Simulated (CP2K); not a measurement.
**CuCl (cuprous chloride) at 3 levels**

Aim: a comparison of 3 runs (GFN0-xTB, GFN2-xTB, PM6) of CuCl (cuprous chloride). 

The results are computed with CP2K 2026.2.

4 further runs of the same task are left out: 1 that didn't finish, 3 set aside as unsound or not needed.

### Step 1. The system as given

The species is CuCl (2 atoms), meant as a singlet with charge 0. SMILES: `[Cl][Cu]`. The coordinates come from a PBE0-D4/def2-TZVP relaxation.

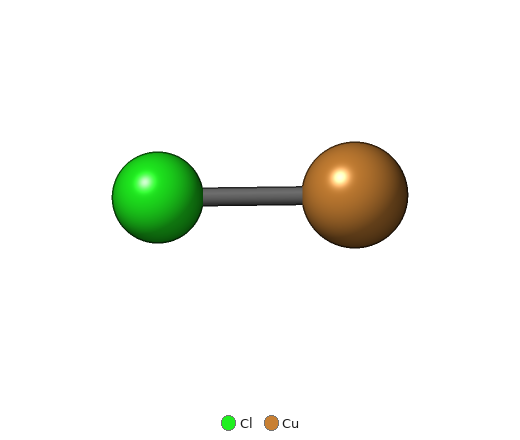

Viewed from a chosen angle; chlorine green, copper orange.

### Step 2. The energy at GFN0-xTB (run 1)

molecule.xyz

```xyz
2

Cl     0.898300    -0.345200     0.446400
Cu    -0.868800     0.285000    -0.442400
```

molecule.inp

```
&GLOBAL
  PROJECT_NAME molecule
  RUN_TYPE ENERGY
  PRINT_LEVEL MEDIUM
&END GLOBAL
&FORCE_EVAL
  METHOD QS
  &DFT
    &QS
      METHOD XTB
      EPS_DEFAULT 1.0E-10
      &XTB
        GFN_TYPE 0
        CHECK_ATOMIC_CHARGES F
      &END XTB
    &END QS
    &POISSON
      PERIODIC NONE
      POISSON_SOLVER ANALYTIC
    &END POISSON
    &SCF
      SCF_GUESS ATOMIC
      EPS_SCF 1.0E-06
      MAX_SCF 150
      ADDED_MOS 4
      &DIAGONALIZATION
        ALGORITHM STANDARD
      &END DIAGONALIZATION
      &MIXING
        METHOD DIRECT_P_MIXING
        ALPHA 0.4
      &END MIXING
      &SMEAR ON
        METHOD FERMI_DIRAC
        ELECTRONIC_TEMPERATURE [K] 300
      &END SMEAR
    &END SCF
    &PRINT
      &MOMENTS
        PERIODIC F
        REFERENCE COM
        MAX_MOMENT 1
      &END MOMENTS
      &MO ON
        ENERGIES T
        OCCUPATION_NUMBERS T
        NDIGITS 6
        &EACH
          QS_SCF 0
        &END EACH
        ADD_LAST NUMERIC
      &END MO
      &HIRSHFELD OFF
      &END HIRSHFELD
    &END PRINT
  &END DFT
  &SUBSYS
    &CELL
      ABC 17.8 16.6 16.9
      PERIODIC NONE
    &END CELL
    &TOPOLOGY
      COORD_FILE_NAME molecule.xyz
      COORD_FILE_FORMAT XYZ
      &CENTER_COORDINATES
      &END CENTER_COORDINATES
    &END TOPOLOGY
  &END SUBSYS
&END FORCE_EVAL
```

Launch:

```
$ OMP_NUM_THREADS=1 cp2k.psmp -i molecule.inp > molecule.out 2>&1
```

The log of the run:

```text
CP2K| version string:                                       CP2K version 2026.2
[...]
 GLOBAL| Method name                                                        CP2K
[...]
 GLOBAL| Run type                                                         ENERGY
[...]
                             - Atoms:                                          2
[...]
                             - Spherical basis functions:                     18
[...]
 Number of electrons:                                                         18
[...]
  Fermi energy:                                                -0.29699345751253
[...]
 TB_DIPOLE| Moment [Debye]         -5.11595978       1.82450221      -2.57317925
 TB_DIPOLE| Derivative [a.u.]       0.00000000       0.00000000       0.00000000
[...]
 ENERGY| Total FORCE_EVAL ( QS ) energy [hartree]             -8.869750213683798
[...]
```

Wall time 0.88 s (1 thread of Intel Xeon 6975P-C (Granite Rapids), shared host); peak memory 0.18 GiB.

### Step 3. Energy and gradient at GFN2-xTB (run 2)

calc.inp

```
&GLOBAL
 PROJECT calc
 RUN_TYPE ENERGY_FORCE
 PRINT_LEVEL MEDIUM
&END

&FORCE_EVAL
 METHOD QUICKSTEP
 &DFT
  ! Quickstep
  &QS
   METHOD XTB
   EPS_DEFAULT 1.0E-14
   &XTB
    GFN_TYPE TBLITE
    &TBLITE
     METHOD GFN2
    &END
    CHECK_ATOMIC_CHARGES F
   &END
  &END
  &POISSON
   PERIODIC NONE
   POISSON_SOLVER ANALYTIC
  &END
  ! SCF settings
  &SCF
   SCF_GUESS ATOMIC
   EPS_SCF 1.0E-07
   MAX_SCF 90
   ADDED_MOS 8
   &DIAGONALIZATION
    ALGORITHM STANDARD
   &END
   &MIXING
    METHOD DIRECT_P_MIXING
    ALPHA 0.05
   &END
   &SMEAR ON
    METHOD FERMI_DIRAC
    ELECTRONIC_TEMPERATURE [K] 300
   &END
  &END
  ! extra output
  &PRINT
   &MOMENTS
    PERIODIC F
    REFERENCE COM
    MAX_MOMENT 1
   &END
   &MO ON
    ENERGIES T
    OCCUPATION_NUMBERS T
    NDIGITS 6
    &EACH
     QS_SCF 0
    &END
    ADD_LAST NUMERIC
   &END
   &HIRSHFELD OFF
   &END
  &END
 &END
 ! structure
 &SUBSYS
  ! vacuum box
  &CELL
   ABC 9.8 8.6 8.9
   PERIODIC NONE
  &END
  &COORD
   SCALED T
   Cl   0.59015816   0.46336047   0.54993258
   Cu   0.40984184   0.53663953   0.45006742
  &END
 &END
 ! extra output
 &PRINT
  &FORCES ON
  &END
 &END
&END
```

Launch:

```
$ OMP_NUM_THREADS=1 cp2k.psmp -i calc.inp > calc.out 2>&1
```

The log of the run:

```text
CP2K| version string:                                       CP2K version 2026.2
[...]
 GLOBAL| Method name                                                        CP2K
[...]
 GLOBAL| Run type                                                   ENERGY_FORCE
[...]
                             - Atoms:                                          2
[...]
                             - Spherical basis functions:                     18
[...]
 Number of electrons:                                                         18
[...]
  *** SCF run converged in    12 steps ***
[...]
  Fermi energy:                                                -0.29371532947113
[...]
 TB_DIPOLE| Moment [Debye]         -3.21893022       1.14796538      -1.61902837
 TB_DIPOLE| Derivative [a.u.]       0.00000000       0.00000000       0.00000000
[...]
 ENERGY| Total FORCE_EVAL ( QS ) energy [hartree]             -8.419360219416072
 FORCES| Atomic forces [hartree/bohr]
 FORCES|   Atom     x               y               z               |f|
 FORCES|      1 -6.21557386E-03  2.21665682E-03 -3.12625305E-03   7.30208080E-03
 FORCES|      2  6.21557386E-03 -2.21665682E-03  3.12625305E-03   7.30208080E-03
 FORCES| Sum     0.00000000E+00  0.00000000E+00  0.00000000E+00
 FORCES| Total atomic force                                       0.00000000E+00
[...]
```

It took 0.93 s on 1 thread of Intel Xeon 6975P-C (Granite Rapids), shared host; peak memory 0.18 GiB.

### Step 4. Energy and gradient at PM6 (run 3)

qs.inp

```
&GLOBAL
  PROJECT_NAME qs
  RUN_TYPE ENERGY_FORCE
  PRINT_LEVEL MEDIUM
&END
&FORCE_EVAL
  METHOD QS
  &DFT
    CHARGE 0
    MULTIPLICITY 1
    &QS
      METHOD PM6
      EPS_DEFAULT 1.0E-10
      &SE
        &COULOMB
          CUTOFF [angstrom] 50
          RC_RANGE [angstrom] 0
        &END
        &EXCHANGE
          CUTOFF [angstrom] 50
          RC_RANGE [angstrom] 0
        &END
      &END
    &END
    &POISSON
      PERIODIC NONE
      POISSON_SOLVER ANALYTIC
    &END
    &SCF
      SCF_GUESS ATOMIC
      EPS_SCF 1.0E-06
      MAX_SCF 50
      &OT ON
        MINIMIZER DIIS
        PRECONDITIONER FULL_ALL
      &END
      &OUTER_SCF
        EPS_SCF 1.0E-06
        MAX_SCF 5
      &END
    &END
    &PRINT
      &MOMENTS
        PERIODIC F
        REFERENCE COM
        MAX_MOMENT 1
      &END
      &MO_CUBES
        NLUMO 3
        NHOMO -1
        WRITE_CUBE F
      &END
      &HIRSHFELD OFF
      &END
    &END
  &END
  &SUBSYS
    &CELL
      ABC [angstrom] 17.8 16.6 16.9
      PERIODIC NONE
    &END
    &COORD
      Cl     0.898300    -0.345200     0.446400
      Cu    -0.868800     0.285000    -0.442400
    &END
    &TOPOLOGY
      &CENTER_COORDINATES
      &END
    &END
  &END
  &PRINT
    &FORCES ON
    &END
  &END
&END
```

Launch:

```
$ OMP_NUM_THREADS=1 cp2k.psmp -i qs.inp -o qs.out
```

The log of the run:

```text
CP2K| version string:                                       CP2K version 2026.2
[...]
 GLOBAL| Method name                                                        CP2K
[...]
 GLOBAL| Run type                                                   ENERGY_FORCE
[...]
                             - Atoms:                                          2
[...]
                             - Spherical basis functions:                     18
[...]
 Number of electrons:                                                         18
[...]
     1 OT DIIS     0.15E+00    0.0     0.08451645       -33.0640614459 -3.31E+01
[...]
    18 OT DIIS     0.15E+00    0.0     0.00000041       -33.5703775853 -6.45E-11
  *** SCF run converged in    18 steps ***
  Core-core repulsion energy [eV]:                            448.93636501081488
  Core Hamiltonian energy [eV]:                             -1584.57469138749138
  Two-electron integral energy [eV]:                          444.28379138760204
  Electronic energy [eV]:                                   -1362.43279569369042
  Total energy [eV]:                                         -913.49643068287560
  Atomic reference energy [eV]:                               914.26125913417070
  Heat of formation [kcal/mol]:                                17.63736448169388
[...]
 SE_DIPOLE| Moment [Debye]          3.60124032      -1.28430787       1.81132001
 SE_DIPOLE| Derivative [a.u.]       0.00000000       0.00000000       0.00000000
 *** WARNING in qs_scf_post_se.F:140 :: Printing of MO cube files not ***
 *** implemented for Semi-Empirical method.                           ***
 ENERGY| Total FORCE_EVAL ( QS ) energy [hartree]            -33.570377585294459
 FORCES| Atomic forces [hartree/bohr]
 FORCES|   Atom     x               y               z               |f|
 FORCES|      1 -4.14919190E-03  1.47974109E-03 -2.08689809E-03   4.87448159E-03
 FORCES|      2  4.14919190E-03 -1.47974109E-03  2.08689809E-03   4.87448159E-03
 FORCES| Sum     0.00000000E+00  0.00000000E+00  0.00000000E+00
 FORCES| Total atomic force                                       0.00000000E+00
[...]
```

Wall time 1 s (1 thread of Intel Xeon 6975P-C (Granite Rapids), shared host); peak memory 0.18 GiB.

### Step 5. All runs side by side

```csv
run,level,task,SCF convergence threshold,energy (Eh),dipole moment (D),HOMO energy (eV),LUMO energy (eV),wall time
1,GFN0-xTB,energy,1e-06,-8.869750,6.01,-10.99,-7.19,0.88 s
2,GFN2-xTB,gradient,1e-07,-8.419360,3.78,-11.27,-7.10,0.93 s
3,PM6,gradient,1e-06,-33.570378,4.23,–,–,1 s
```

### Step 6. What came out

| quantity | value |
| --- | --- |
| run 3: total energy | -33.57038 Eh |
| run 3: dipole moment | 4.23 D |
| run 3: heat of formation | 17.6 kcal/mol |
| run 3: largest force on an atom | 0.251 eV/Å |

In words: The dipole moment (its size) runs from 3.78 D (GFN2-xTB) to 6.01 D (GFN0-xTB). Some of these are taken from atomic charges alone. Force-field and semi-empirical energies have zeros of their own, so their totals don't compare. All runs together took 2.8 s, the longest 1 s.
